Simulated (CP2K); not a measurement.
# Two attempts at CH9BOSi2 (SMILES CBO[SiH2][SiH3])

Aim: the energy of CH9BOSi2 at AM1.

Program for the calculation: CP2K 2026.2.

2 further runs of the same task are left out: 2 that didn't finish.

### 1 The system as given

CH9BOSi2 has 14 atoms, charge 0, and is taken as a singlet. As SMILES, `CBO[SiH2][SiH3]`. Geometry: a rough force-field guess. This is one conformer, not always the lowest.

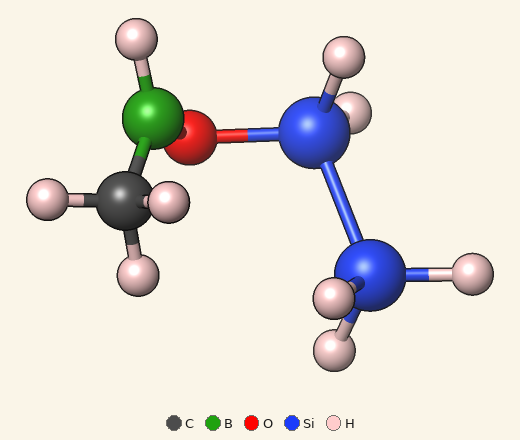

The structure, seen from a chosen angle (carbon dark grey, boron green, oxygen red, silicon blue, hydrogen pink).

### 2 Try one

The input, gas.inp:

```
&FORCE_EVAL
    METHOD Quickstep
    &DFT
        CHARGE 0
        MULTIPLICITY 1
        ! Quickstep
        &QS
            METHOD AM1
            EPS_DEFAULT 1.0E-10
            &SE
                &COULOMB
                    CUTOFF [angstrom] 50
                    RC_RANGE [angstrom] 0
                &END COULOMB
                &EXCHANGE
                    CUTOFF [angstrom] 50
                    RC_RANGE [angstrom] 0
                &END EXCHANGE
            &END SE
        &END QS
        ! no periodic images
        &POISSON
            PERIODIC NONE
            POISSON_SOLVER ANALYTIC
        &END POISSON
        ! self-consistent field
        &SCF
            SCF_GUESS ATOMIC
            EPS_SCF 1.0E-07
            MAX_SCF 34
            &OT ON
                MINIMIZER CG
                PRECONDITIONER FULL_ALL
            &END OT
            &OUTER_SCF
                EPS_SCF 1.0E-07
                MAX_SCF 2
            &END OUTER_SCF
        &END SCF
        ! extra output
        &PRINT
            &MOMENTS
                PERIODIC F
                REFERENCE COM
                MAX_MOMENT 1
            &END MOMENTS
            &MO_CUBES
                NLUMO 1
                NHOMO -1
                WRITE_CUBE F
            &END MO_CUBES
            &HIRSHFELD OFF
            &END HIRSHFELD
        &END PRINT
    &END DFT
    &SUBSYS
        ! vacuum box
        &CELL
            ABC [angstrom] 17.6 15.9 18.5
            PERIODIC NONE
        &END CELL
        &COORD
            C     -2.870116     0.106770     2.599885
            B     -0.455802    -1.441105     2.803787
            O      1.954733    -0.290829     2.255199
            Si     2.866526    -1.003256    -0.819196
            Si     0.871542     1.707745    -3.468403
            H     -2.498218     2.170350     1.954922
            H     -3.864490     0.271176     4.450494
            H     -4.167980    -0.665373     1.162371
            H     -0.555579    -3.504497     3.635833
            H      5.480206    -0.833558    -1.119663
            H      1.936024    -3.620526    -1.413704
            H      1.677888     4.318969    -2.731977
            H     -1.984590     1.541450    -3.241258
            H      1.585669     1.187882    -6.014242
        &END COORD
        &TOPOLOGY
            &CENTER_COORDINATES
            &END CENTER_COORDINATES
        &END TOPOLOGY
    &END SUBSYS
&END FORCE_EVAL

&GLOBAL
    PROJECT_NAME gas
    RUN_TYPE ENERGY
    PRINT_LEVEL MEDIUM
&END GLOBAL
```

On the command line:

```sh
OMP_NUM_THREADS=1 cp2k.psmp -i gas.inp > gas.out 2>&1
```

Output:

```text
CP2K| version string:                                       CP2K version 2026.2
 CP2K| Input file name                                                   gas.inp

[... 210 lines left out ...]
  Heat of formation [kcal/mol]:                              1293.62101820871544
[... 27 lines left out ...]
  Total energy [eV]:                                         -750.88322484181413
[... 15 lines left out ...]
  Step     Update method      Time    Convergence         Total energy    Change
[... 19 lines left out ...]
  outer SCF iter =    3 RMS gradient =   0.99E-06 energy =        -27.5944983075
  outer SCF loop FAILED to converge after    3 iterations or  201 steps
[... 5 lines left out ...]
 *  \___/     SCF run NOT converged. To continue the calculation regardless,   *
 *    |             please set the keyword IGNORE_CONVERGENCE_FAILURE.         *
[... 5 lines left out ...]
 ===== Routine Calling Stack =====

            3 scf_env_do_scf
            2 qs_energies
            1 CP2K

Program received signal SIGABRT: Process abort signal.

Backtrace for this error:
#0  0x5f3a3274f957 in ???
#1  0x5f3a53004cac in __pthread_kill_implementation
#2  0x5f3a52fabfb7 in raise
#3  0x5f3a52f95d37 in abort
#4  0x5f3a32e22d83 in ???
#5  0x5f3a32e24297 in ???
#6  0x5f3a33cf99ab in ???
#7  0x5f3a33d03c7b in ???
#8  0x5f3a33b7555b in ???
#9  0x5f3a327fa0cf in ???
#10  0x5f3a330d745f in ???
#11  0x5f3a330d9d0b in ???
#12  0x5f3a327f0db3 in ???
#13  0x5f3a327eef13 in ???
#14  0x5f3a52f96573 in __libc_start_call_main
#15  0x5f3a52f96657 in __libc_start_main_impl
#16  0x5f3a327ef06f in ???
#17  0xffffffffffffffff in ???
```

Run time: 2 s. Hardware: 1 thread of Arm Neoverse N1, shared host; peak memory 0.14 GiB.

### 3 Diagnosis

The iterations ended before the threshold was met.

The log says `\___/     SCF run NOT converged. To continue the calculation regardless,`. What is wrong: numbers in bohr are read as ångström, which stretches the molecule by 1.89. As the program read them, the closest atoms are 2.08 Å apart, against 1.10 Å in the sound input.

### 4 Second attempt

The input, molecule.pdb:

```
HETATM    1 C    MOL A   1      -1.519   0.056   1.376  1.00  0.00           C
HETATM    2 B    MOL A   1      -0.241  -0.763   1.484  1.00  0.00           B
HETATM    3 O    MOL A   1       1.034  -0.154   1.193  1.00  0.00           O
HETATM    4 Si   MOL A   1       1.517  -0.531  -0.434  1.00  0.00          SI
HETATM    5 Si   MOL A   1       0.461   0.904  -1.835  1.00  0.00          SI
HETATM    6 H    MOL A   1      -1.322   1.148   1.034  1.00  0.00           H
HETATM    7 H    MOL A   1      -2.045   0.144   2.355  1.00  0.00           H
HETATM    8 H    MOL A   1      -2.206  -0.352   0.615  1.00  0.00           H
HETATM    9 H    MOL A   1      -0.294  -1.854   1.924  1.00  0.00           H
HETATM   10 H    MOL A   1       2.900  -0.441  -0.592  1.00  0.00           H
HETATM   11 H    MOL A   1       1.024  -1.916  -0.748  1.00  0.00           H
HETATM   12 H    MOL A   1       0.888   2.286  -1.446  1.00  0.00           H
HETATM   13 H    MOL A   1      -1.050   0.816  -1.715  1.00  0.00           H
HETATM   14 H    MOL A   1       0.839   0.629  -3.183  1.00  0.00           H
END
```

The input, mol.inp:

```
&GLOBAL
  PROJECT_NAME mol
  RUN_TYPE ENERGY
  PRINT_LEVEL MEDIUM
&END GLOBAL

&FORCE_EVAL
  METHOD Quickstep
  &DFT
    ! Quickstep
    &QS
      METHOD AM1
      EPS_DEFAULT 1.0E-10
      &SE
        &COULOMB
          CUTOFF [angstrom] 50
          RC_RANGE [angstrom] 0
        &END COULOMB
        &EXCHANGE
          CUTOFF [angstrom] 50
          RC_RANGE [angstrom] 0
        &END EXCHANGE
      &END SE
    &END QS
    ! cluster boundary conditions
    &POISSON
      PERIODIC NONE
      POISSON_SOLVER ANALYTIC
    &END POISSON
    ! self-consistent field
    &SCF
      SCF_GUESS ATOMIC
      EPS_SCF 1.0E-07
      MAX_SCF 50
      &OT
        MINIMIZER CG
        PRECONDITIONER FULL_ALL
      &END OT
      &OUTER_SCF
        EPS_SCF 1.0E-07
        MAX_SCF 8
      &END OUTER_SCF
    &END SCF
    &PRINT
      &MOMENTS
        PERIODIC F
        REFERENCE COM
        MAX_MOMENT 1
      &END MOMENTS
      &MO_CUBES
        NLUMO 1
        NHOMO -1
        WRITE_CUBE F
      &END MO_CUBES
      &HIRSHFELD OFF
      &END HIRSHFELD
    &END PRINT
  &END DFT
  &SUBSYS
    &CELL
      ABC 13.1 12.2 13.5
      PERIODIC NONE
    &END CELL
    &TOPOLOGY
      COORD_FILE_NAME molecule.pdb
      COORD_FILE_FORMAT PDB
      CONN_FILE_FORMAT OFF
      &CENTER_COORDINATES
      &END CENTER_COORDINATES
    &END TOPOLOGY
  &END SUBSYS
&END FORCE_EVAL
```

On the command line:

```sh
OMP_NUM_THREADS=1 cp2k.psmp mol.inp > mol.out
```

Output:

```text
CP2K| version string:                                       CP2K version 2026.2
[...]
 GLOBAL| Method name                                                        CP2K
[...]
 GLOBAL| Run type                                                         ENERGY
[...]
                             - Atoms:                                         14
[...]
                             - Spherical basis functions:                     29
[...]
 Number of electrons:                                                         30
[...]
     1 OT CG       0.15E+00    0.0     0.33838810       -24.0811864817 -2.41E+01
[...]
     3 OT CG       0.43E+00    0.0     0.00000007       -29.7478765537 -6.71E-12
  *** SCF run converged in     3 steps ***
  Core-core repulsion energy [eV]:                           2013.07483159853768
  Core Hamiltonian energy [eV]:                             -1241.73117774619641
  Two-electron integral energy [eV]:                        -3161.64908334586380
  Electronic energy [eV]:                                   -2822.55571941912831
  Total energy [eV]:                                         -809.48088782059051
  Atomic reference energy [eV]:                               806.81630533803173
  Heat of formation [kcal/mol]:                               -61.44673665950026
[...]
 SE_DIPOLE| Moment [Debye]          0.53645942       0.79020615       0.65479871
 SE_DIPOLE| Derivative [a.u.]       0.00000000       0.00000000       0.00000000
 *** WARNING in qs_scf_post_se.F:140 :: Printing of MO cube files not ***
 *** implemented for Semi-Empirical method.                           ***
 ENERGY| Total FORCE_EVAL ( QS ) energy [hartree]            -29.747876553715024
[...]
```

Wall time 1.3 s (1 thread of Arm Neoverse N1, shared host); peak memory 0.14 GiB.

### 5 Results

At AM1:

```
         quantity           value
     total energy    -29.74788 Eh
    dipole moment          1.16 D
heat of formation  -61.4 kcal/mol
```
